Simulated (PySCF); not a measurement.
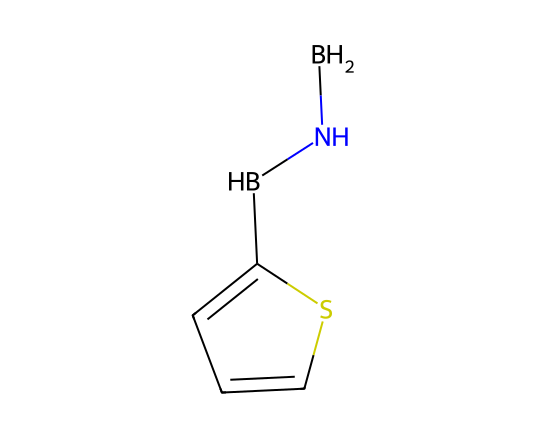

A structural formula.

Transcribe the drawing into SMILES.

BNBc1cccs1

Give the formula, hydrogens included.

C4H7B2NS.

The parts below concern this one geometry. Atoms keep their numbers from picture to picture. Computed geometry: GFN2-xTB optimisation. No frequency run is at hand to confirm it as a minimum.

Geometry

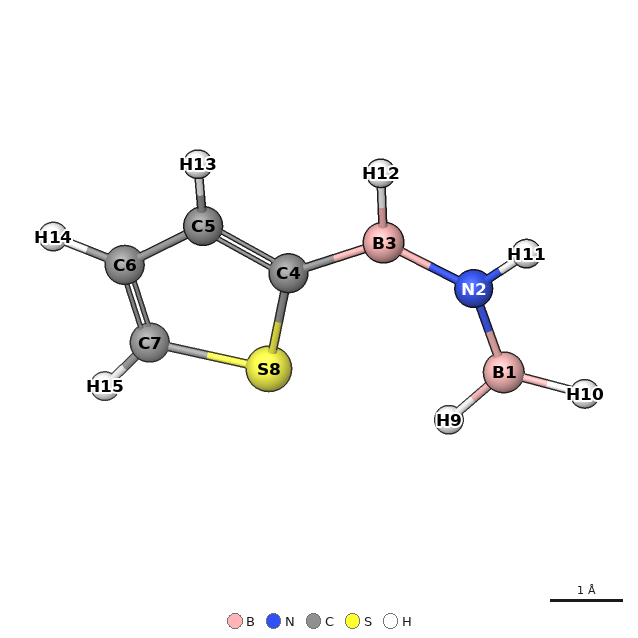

No frequency run is at hand to confirm it as a minimum.

Give the bond lengths.

| bond | length (Å) | order |
| --- | --- | --- |
| B1–N2 | 1.406 | single |
| B1–H9 | 1.168 | single |
| B1–H10 | 1.173 | single |
| N2–B3 | 1.422 | single |
| N2–H11 | 1.012 | single |
| B3–C4 | 1.538 | single |
| B3–H12 | 1.178 | single |
| C4–C5 | 1.378 | aromatic |
| C4–S8 | 1.744 | aromatic |
| C5–C6 | 1.404 | aromatic |
| C5–H13 | 1.076 | single |
| C6–C7 | 1.361 | aromatic |
| C6–H14 | 1.076 | single |
| C7–S8 | 1.712 | aromatic |
| C7–H15 | 1.072 | single |

NMR shielding

The questions are on isotropic NMR shieldings of the C atoms. No frequency run is at hand to confirm it as a minimum. Level of theory: GIAO PBE0/pcSseg-1 NMR shielding, non-relativistic, gas phase (PySCF 2.14.0).

Which C atom is the most shielded (lowest chemical shift)?

C6 (55.5 ppm).

Which C atom is the least shielded (highest chemical shift)?

C5 (33.1 ppm).

How wide is the range of C shifts?

22.4 ppm.

Give the isotropic NMR shieldings of the C atoms atom by atom.

| atom | σ (ppm) |
| --- | --- |
| C4 | 37.3 |
| C5 | 33.1 |
| C6 | 55.5 |
| C7 | 38.8 |

Excitation

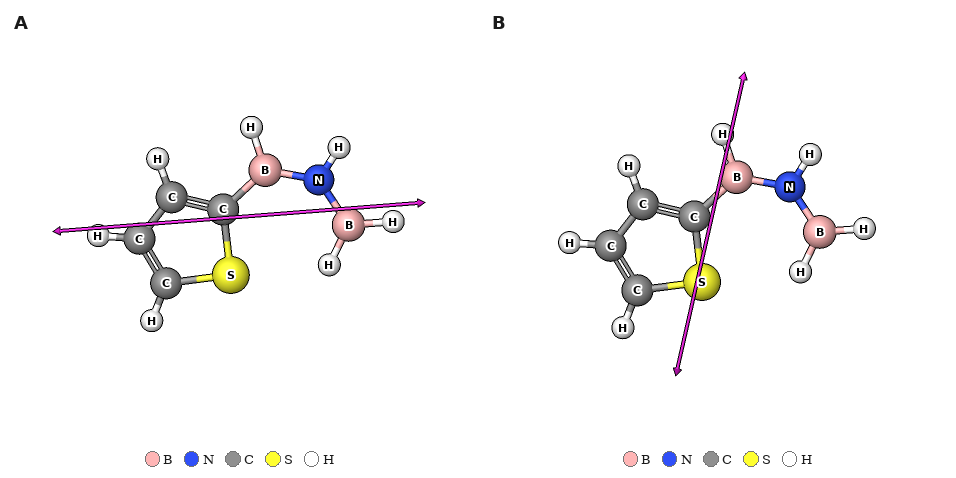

The double arrows show the directions of two transition dipoles from the ground state (lengths mean nothing). No frequency run is at hand to confirm it as a minimum. Level of theory: TDDFT PBE0/def2-SVPD, vertical, gas phase, core orbitals frozen in the response (PySCF 2.14.0).

One belongs to singlet state 2 and one to singlet state 5. Which is which?

A: state 2, 4.83 eV (257 nm), oscillator strength 0.15, mainly HOMO−1 → LUMO (weight 0.75).
B: state 5, 6.17 eV (201 nm), oscillator strength 0.028, mainly HOMO → LUMO+1 (weight 0.94).

Polarisability

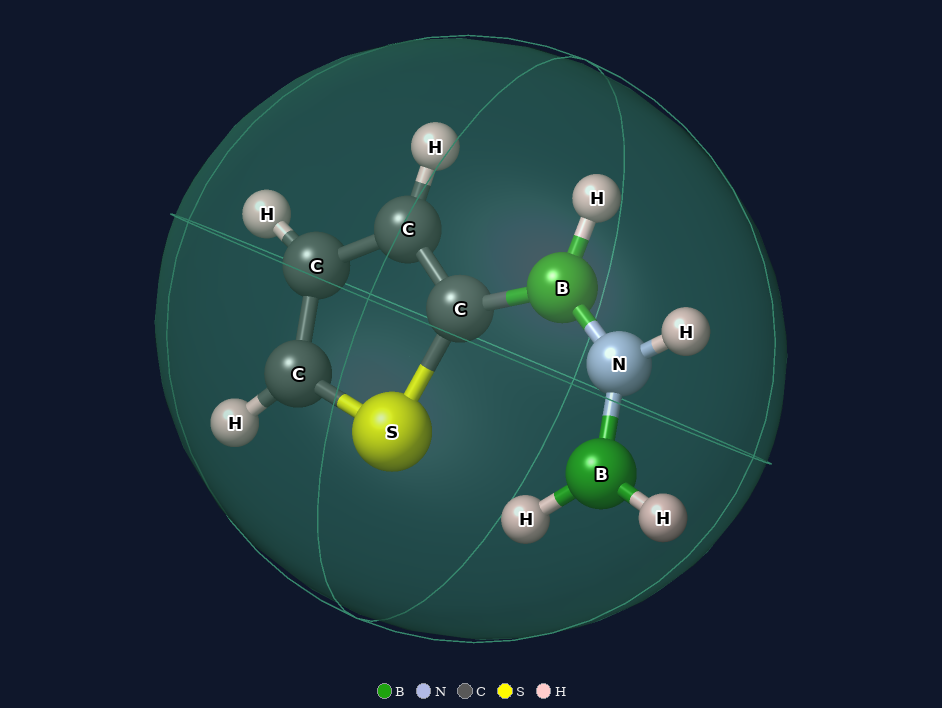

The ellipsoid shows the static dipole polarisability: its half-axes are proportional to the principal values. No frequency run is at hand to confirm it as a minimum. Computed with PBE0/def2-SVPD (PySCF 2.14.0).

Give the principal values, the mean and the anisotropy.

Principal values 61.5, 105.0, 136.3 bohr³; mean 100.9 bohr³ (14.96 Å³); anisotropy 65.1 bohr³, so the longest axis is 2.22 times the shortest.

The geometry is semi-empirical. Around B such bond lengths and angles can be off by a tenth of an ångström or more and by several degrees, and values that hang on the shape move with them.
